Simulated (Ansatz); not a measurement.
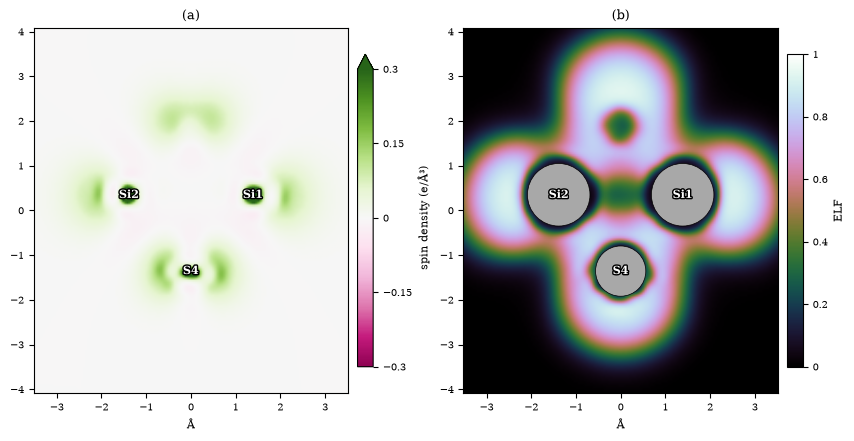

*S2Si2 (charge −1, quartet). (a) spin density (α minus β); (b) ELF on the plane of atoms Si1, S4 and Si2. Grey discs cover the atomic cores in the ELF map.*

Geometry: PBE0-D4/def2-TZVPD; the highest occupied orbital lies above zero, a sign that basis and functional describe the outermost electron poorly.

All numbers below come from UKS PBE0-D4/def2-TZVPD in Ansatz.

Input file:

```
crystal:
  periodic: [false, false, false]
  atoms:
    - {symbol: Si, position_ang: [-0.121478, 1.378043, -0.167724]}
    - {symbol: Si, position_ang: [0.129173, -1.382151, -0.122267]}
    - {symbol: S, position_ang: [-1.678810, -0.150742, 0.102710]}
    - {symbol: S, position_ang: [1.671114, 0.154851, 0.187272]}
basis:
  gaussian: {orbitals: def2-TZVPD, initial_orbitals: start.molden}
total_charge: -1
magnetization: {spin_polarized: true, initial_magnetization: 3}
hamiltonian: {xc: pbe0, dispersion: d4}
scf: {omitted_lower_state_checks: [starts]}
output: {orbitals: {seedname: orbitals}}
```

Launched as:

```sh
ansatz run in.yaml --threads 4 --pin off --events-out ev --progress --plain --max-ram 3916MiB
```

Q: Describe what can be read from this map.

A: The section cuts through Si and S sites.
Si–S (2.20 Å): the ELF peaks at about 0.85 between the atoms (a shared electron pair).
The ELF also peaks beside S4, Si1, Si2 and S3, away from the bonds: non-bonding electrons, paired or unpaired.
The unpaired spin (3 electrons) lies mostly on Si1 (about 1.1), Si2 (about 1.1), S3 (about 0.4) and S4 (about 0.4), in electrons by Hirshfeld's partition.
